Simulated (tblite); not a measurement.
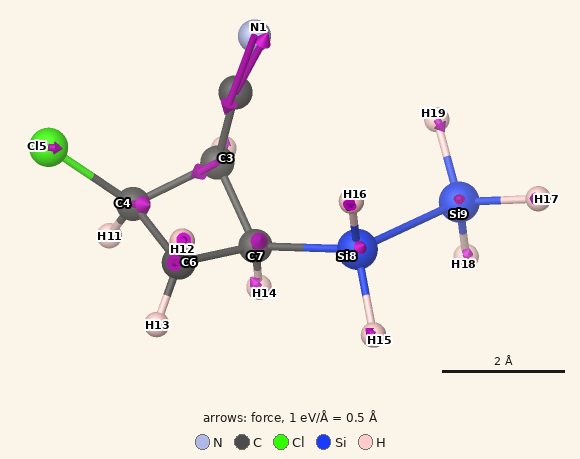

Starting geometry of C$_{5}$H$_{10}$ClNSi$_{2}$ with the computed forces as purple arrows. The picture is a ball-and-stick view, seen at a tilt.

Theory: GFN2-xTB geometry optimisation, gas phase in tblite. 

What follows when this structure is relaxed?

Answer. It isn't relaxed: the largest force vector, on the N atom, is 3.33 eV/Å. The final displacements have little in common with the starting forces (cosine between the two patterns 0.13). The Cl atom moves most after the best rigid fit: 0.64 Å. By element the largest moves are Cl 0.64 Å, N 0.46 Å, H 0.35 Å, C 0.32 Å, Si 0.18 Å. Among the contacts that change: H–Si 1.494 → 1.463 Å, C–C 1.573 → 1.542 Å, C–C 1.556 → 1.527 Å, C–N 1.171 → 1.144 Å. Bond angles that change, for instance: C–C–C 119.6° → 113.9°, C–C–Cl 121.6° → 116.6°, C–Si–H 108.0° → 103.2°. Over 97 geometry steps the energy falls by 0.325 eV. The run took 1.1 s on 1 thread of Arm Neoverse V1, on a shared host.
